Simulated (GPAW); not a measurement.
# SiNH4F (SMILES N[SiH2]F), step by step

We compute a geometry optimisation (PBE-D4/plane waves), then vibrational wavenumbers (PBE-D4/plane waves) of SiNH4F. 

The calculation is run with GPAW 26.7.0.

3 further runs of the same task are left out: 1 for a known fault of the program, 2 that didn't finish.

## Step 1: Starting point

The species is SiNH4F (7 atoms), meant as a singlet with charge 0. As SMILES, `N[SiH2]F`. All atoms were displaced at random from a relaxed shape. The run starts from this shape.

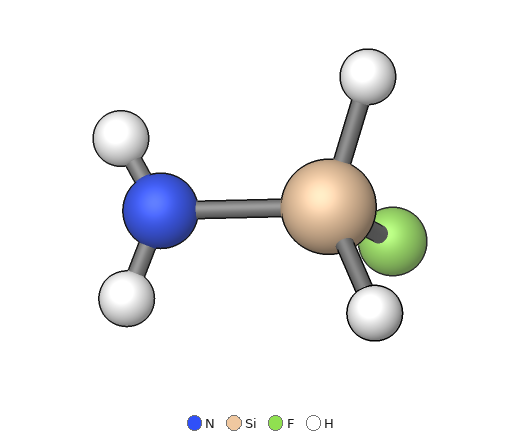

Viewed from a chosen angle; nitrogen blue, silicon light orange, fluorine green, hydrogen white.

## Step 2: A structure relaxation at PBE-D4/plane waves (scalar-relativistic datasets, plane-wave cutoff 600 eV) (run 1)

File run.py:

```python
from ase import Atoms
from ase.calculators.mixing import SumCalculator
from ase.io import write
from ase.optimize import GPMin
from dftd4.ase import DFTD4
from gpaw import GPAW, PW

# Atomic positions
system = Atoms(["N", "Si", "F", "H", "H", "H", "H"],
    positions=[[ -0.809730,   0.270376,  -0.647201],
               [  0.615252,   0.009786,   0.413612],
               [  0.441951,  -1.586526,   0.928093],
               [ -0.706067,   0.183638,  -1.518611],
               [ -1.633034,   0.460700,  -0.128057],
               [  0.524667,   0.672197,   1.680734],
               [  1.770629,  -0.166237,  -0.413521]])
system.center(vacuum=4.5)

# GPAW settings
calc = GPAW(mode=PW(600),
            xc="PBE",
            maxiter=100,
            symmetry="off",
            occupations={"name": "fermi-dirac", "width": 0.02},
            txt="-")
system.calc = SumCalculator([DFTD4(method="PBE"), calc])

opt = GPMin(system, trajectory="fh4nsi.traj")
converged = opt.run(fmax=0.01, steps=100)
print("Converged:", converged)
print(f"Final energy = {system.get_potential_energy():.5f} eV")
print(f"r(F2-Si1): {system.get_distance(2, 1):.4f} Ang")
print(f"r(H4-N0): {system.get_distance(4, 0):.4f} Ang")
write("relaxed.xyz", system)
```

Launch:

```console
$ python run.py > run.log
```

The program printed:

```text
[...]
  mode=PW(ecut=600.0),
[...]
Number of symmetries: 1
[...]
  Number of IBZ points: 1
[...]
Cutoff: 600.0 eV
Spin-components: 1 (collinear spins)
Bands:           16
[...]
  Valence electrons: 20.0
[...]
  Grid points: [72 64 70]
  Charge: 0.0  # |e|
[...]
    cutoffs:
[...]
occupation numbers:
  Fermi-Dirac:
[...]
xc functional:
  name: PBE with 2 nearest neighbor stencil
[...]
|iter     |     time |      energy | eigst |  dens |
[...]
|iter:   1| 00:00:05 |  -37.185320 | +0.37 |       |
[...]
Converged in 10 steps
[...]
dipole moment: (-0.062674, 0.451723, -0.165585)  # |e|*Ang
Fermi level: -5.454
[...]
Converged in 10 steps
[...]
Converged in 6 steps
[...]
Converged in 6 steps
[...]
Converged in 6 steps
[...]
|iter:   5| 00:09:56 |  -34.003803c| -7.41c| -4.09c|
Converged in 5 steps
[...]
Energy contributions relative to reference atoms: (reference = -12132.107189)
Energy contributions:
  Kinetic:          33.859250
  Coulomb:         -36.599608
  Zero:              0.199461
  External:          0.000000
  Xc:              -31.462906
  Entropy:          -0.000000
  Spinorbit:         0.000000
  ----------------------------
  Free energy:     -34.003803
  Extrapolated:    -34.003803
dipole moment: (-0.235199, 0.233624, -0.233978)  # |e|*Ang
Fermi level: -3.129
Eigenvalues  # (at kpt = [0.000, 0.000, 0.000])
| band index |      eig [eV] | occ [0-2] |
|------------|---------------|-----------|
|          0 |       -28.840 |     2.000 |
|        ... |               |           |
|          2 |       -13.371 |     2.000 |
|          3 |       -12.226 |     2.000 |
|          4 |       -10.869 |     2.000 |
|          5 |       -10.054 |     2.000 |
|          6 |        -9.894 |     2.000 |
|          7 |        -8.726 |     2.000 |
|          8 |        -7.742 |     2.000 |
|          9 |        -6.502 |     2.000 |
|         10 |        -0.695 |     0.000 |
|         11 |         0.044 |     0.000 |
[...]
Gap: 5.807 eV
Transition (v -> c):
[...]
Forces  # eV/Ang
|        x |        y |        z |
|----------|----------|----------|
| -0.00273 |  0.00768 |  0.00044 |  # N    0
|  0.00693 |  0.00635 |  0.00478 |  # Si   1
|  0.00059 | -0.00381 | -0.00077 |  # F    2
|  0.00301 |  0.00642 |  0.00133 |  # H    3
| -0.00824 |  0.00254 | -0.00213 |  # H    4
| -0.00141 |  0.00573 | -0.00680 |  # H    5
| -0.01056 | -0.00488 |  0.00293 |  # H    6
Force computation time: 1.347  # s
GPMin:   22 hh:mm:ss      -34.097202        0.009733
Converged: True
Final energy = -34.09720 eV
r(F2-Si1): 1.6375 Ang
r(H4-N0): 1.0153 Ang
```

It took 10 min on 1 thread of Arm Neoverse V1, shared host; peak memory 0.76 GiB.

The path in brief:

```csv
step,energy from the first frame kept (eV),largest force (eV/Å)
0,0.0000,10.7012
1,-0.1376,4.9432
2,-0.8583,1.9615
3,-0.9683,1.5971
4,-1.0007,1.2933
5,-1.0606,0.1559
6,-1.0619,0.0737
7,-1.0628,0.0640
8,-1.0636,0.0695
9,-1.0662,0.0914
10,-1.0668,0.1170
11,-1.0672,0.0692
12,-1.0679,0.0614
13,-1.0686,0.0394
14,-1.0688,0.0338
15,-1.0692,0.0449
16,-1.0695,0.0267
17,-1.0696,0.0156
18,-1.0697,0.0151
19,-1.0698,0.0117
20,-1.0698,0.0147
21,-1.0699,0.0103
22,-1.0700,0.0097
```

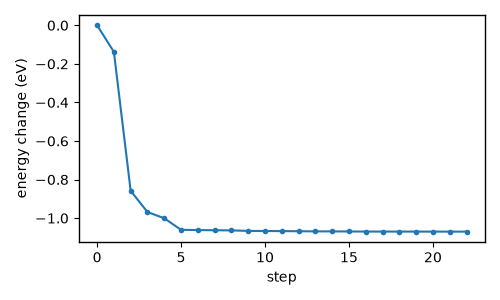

Energy along the run.

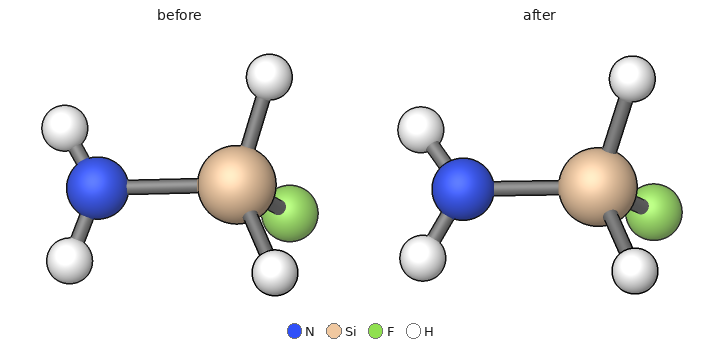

Before and after, at one scale.

After the run. Bond lengths: N1–Si2 1.714 Å, Si2–F3 1.638 Å, N1–H4 1.016 Å, N1–H5 1.015 Å, Si2–H6 1.489 Å, Si2–H7 1.489 Å. Angles: N1–Si2–F3 115.0°, N1–Si2–H6 108.1°, N1–Si2–H7 108.1°, F3–Si2–H6 105.6°, F3–Si2–H7 105.7°, Si2–N1–H4 121.4°, Si2–N1–H5 121.2°, H6–Si2–H7 114.5°, H4–N1–H5 111.2°.

## Step 3: Vibrational wavenumbers at PBE-D4/plane waves (scalar-relativistic datasets, plane-wave cutoff 600 eV, shape nonlinear) (run 2)

File relaxed.xyz:

```xyz
7
Lattice="12.403663 0.0 0.0 0.0 11.258723 0.0 0.0 0.0 12.199345000000001" Properties=species:S:1:pos:R:3:forces:R:3 energy=-34.09720213477518 pbc="F F F"
N        5.39475611       6.48274284       5.42640657       0.00152148       0.00253258       0.00502651
Si       6.68265543       5.96387952       6.43143912      -0.00206986       0.00220878       0.00062861
F        6.58289417       4.41016267       6.93890043      -0.00187072       0.00199106      -0.00445927
H        5.32812529       6.18629201       4.45739640       0.00422995       0.00670012       0.00414159
H        4.47852527       6.69130673       5.81103851      -0.00526855       0.00177364      -0.00211948
H        6.66538391       6.79052457       7.66955608      -0.00206751       0.00896658      -0.00317081
H        7.94619372       6.05278591       5.64820812      -0.00688045      -0.00413751      -0.00027018
```

File vib.py:

```python
from ase.calculators.mixing import SumCalculator
from ase.io import read
from ase.thermochemistry import IdealGasThermo
from ase.vibrations import Vibrations
from dftd4.ase import DFTD4
from gpaw import GPAW, PW

# Set up the molecule
molecule = read("relaxed.xyz")

# Ground state
calc = GPAW(mode=PW(600),
            xc="PBE",
            occupations={"name": "fermi-dirac", "width": 0.02},
            convergence={"density": 1e-05},
            maxiter=100,
            symmetry="off",
            txt="gs.txt")
molecule.calc = SumCalculator([DFTD4(method="PBE"), calc])

energy = molecule.get_potential_energy()
vib = Vibrations(molecule, delta=0.02)
vib.run()
vib.summary()
freqs = vib.get_frequencies()
zpe = vib.get_zero_point_energy()

thermo = IdealGasThermo(vib_energies=vib.get_energies(), potentialenergy=energy, atoms=molecule, geometry="nonlinear",
                        symmetrynumber=1, spin=0.0, ignore_imag_modes=True)
H = thermo.get_enthalpy(1000.0, verbose=False)
S = thermo.get_entropy(1000.0, 100000.0, verbose=False)
G = thermo.get_gibbs_energy(temperature=1000.0, pressure=100000.0)
```

Launch:

```console
$ OMP_NUM_THREADS=1 python vib.py
```

The program printed:

```text
---------------------
  #    meV     cm^-1
---------------------
  0    2.7i     21.9i
  1    2.0i     16.0i
  2    0.4i      3.0i
  3    1.3      10.6
  4    5.7      45.8
  5    7.8      62.8
  6   33.2     268.0
  7   34.9     281.9
  8   46.6     375.8
  9   67.3     542.9
 10   95.1     766.7
 11   97.3     784.8
 12  106.5     859.1
 13  109.3     881.7
 14  111.4     898.8
 15  114.3     922.2
 16  190.1    1533.2
 17  271.6    2190.9
 18  272.8    2200.3
 19  435.7    3514.0
 20  447.2    3606.7
---------------------
Zero-point energy: 1.224 eV
Enthalpy components at T = 1000.00 K:
===============================
Enthalpy components at T = 1000.00 K:
===============================
E_pot                -34.097 eV
E_ZPE                  1.217 eV
Cv_trans (0->T)        0.129 eV
Cv_rot (0->T)          0.129 eV
Cv_vib (0->T)          0.579 eV
-------------------------------
U                    -32.043 eV
===============================
(C_v -> C_p)           0.086 eV
-------------------------------
H                    -31.957 eV
===============================

Entropy components at T = 1000.00 K and P = 100000.0 Pa:
=================================================
{"":15s}{"S":13s}     {"T*S:13s}
S_trans (1 bar)    0.0019287 eV/K        1.929 eV
S_rot              0.0011722 eV/K        1.172 eV
S_elec             0.0000000 eV/K        0.000 eV
S_vib              0.0010989 eV/K        1.099 eV
S (1 bar -> P)    -0.0000000 eV/K       -0.000 eV
-------------------------------------------------
S                  0.0041999 eV/K        4.200 eV
=================================================

Free energy components at T = 1000.00 K and P = 100000.0 Pa:
=======================
    H        -31.957 eV
 -T*S         -4.200 eV
-----------------------
    G        -36.157 eV
=======================
```

gs.txt:

```text
__  _  _
 | _ |_)|_||  |
 |__||  | ||/\| - 26.7.0

units:  Angstrom and eV
cores:  1
OpenMP: False

Versions:
  Python: 3.12.14
  ASE:    3.29.0
  Numpy:  2.5.5
  Scipy:  1.18.1
  Libxc:  7.0.0

        _gpaw.cpython-312-aarch64-linux-gnu.so

Input parameters:
  mode=PW(ecut=600.0),
  convergence={'density': 1e-05},
  maxiter=100,
  occupations=Occupations(name='fermi-dirac', width=0.02),
  symmetry=Symmetry(point_group=False, time_reversal=False),
  xc=XC(name='PBE')

[... 188 lines left out ...]
Reference energy: -12132.107189  # eV
[... 16 lines left out ...]
  Fourier metric: weight=20.0, sigma=0.015
[... 15 lines left out ...]
- Maximum [total energy] change in last 3 cyles: 0.0005 eV / valence electron
[... 21 lines left out ...]
- Maximum [total energy] change in last 3 cyles: 0.0005 eV / valence electron
[... 25 lines left out ...]
  Free energy:     -34.002478
[... 78 lines left out ...]
convergence criteria:
[... 14 lines left out ...]
Converged in 9 steps
[... 15 lines left out ...]
dipole moment: (-0.234238, 0.233480, -0.239049)  # |e|*Ang
[... 13 lines left out ...]
Gap: 5.809 eV
Transition (v -> c):
  (s=0, k=0, n=9, [0.00, 0.00, 0.00]) -> (s=0, k=0, n=10, [0.00, 0.00, 0.00])
No difference between direct/indirect transitions
vacuum-level: 0.243  # V

Forces  # eV/Ang
|        x |        y |        z |
|----------|----------|----------|
|  0.01778 |  0.01042 | -0.01960 |  # N    0
| -0.12548 |  0.00447 |  0.14249 |  # Si   1
| -0.00818 | -0.01215 | -0.00517 |  # F    2
| -0.00204 |  0.00401 |  0.00054 |  # H    3
| -0.00336 |  0.00211 |  0.00094 |  # H    4
| -0.01760 |  0.00656 | -0.00186 |  # H    5
|  0.12921 |  0.00843 | -0.12253 |  # H    6

Force computation time: 1.197  # s

timing:  # [seconds]
  Total:  1042.993  # ━━━━━━━━━━━━━━━━━━━━━━━━━━━━━━━━━━━━━━━━━━━━━━━━━━━━━━━
  Init:      3.822  #
  SCF:     900.507  # ━━━━━━━━━━━━━━━━━━━━━━━━━━━━━━━━━━━━━━━━━━━━━━━╸
  Forces:   52.120  # ━━╸
  Move:     84.356  # ━━━━╸
```

It took 17 min on 1 thread of Arm Neoverse V1, shared host; peak memory 0.8 GiB.

## Step 4: What came out

| quantity | value |
| --- | --- |
| run 1, PBE-D4/plane waves: energy as printed (from the program's reference atoms) | -34.0972 eV |
| run 1, PBE-D4/plane waves: dipole moment | 1.95 D |
| run 1, PBE-D4/plane waves: HOMO energy (shifted to the vacuum level, unlike the log) | -6.74 eV |
| run 1, PBE-D4/plane waves: LUMO energy (shifted to the vacuum level, unlike the log) | -0.94 eV |
| run 1, PBE-D4/plane waves: HOMO–LUMO gap | 5.81 eV |
| run 1, PBE-D4/plane waves: dispersion energy | -9.01 kJ/mol |
| run 2, PBE-D4/plane waves: lowest harmonic wavenumber | 268 cm⁻¹ |
| run 2, PBE-D4/plane waves: highest harmonic wavenumber | 3607 cm⁻¹ |
| run 2, PBE-D4/plane waves: zero-point energy | 117.4 kJ/mol |
| run 2, PBE-D4/plane waves: ideal-gas entropy at 1000 K and 100000 Pa (symmetry number 1 as used) | 96.9 cal/(mol K) |

The optimisation (run 1, PBE-D4/plane waves) took 22 steps and changed the energy by -1.070 eV. All 15 modes (run 2, PBE-D4/plane waves) are real, so the shape is a minimum at this level.
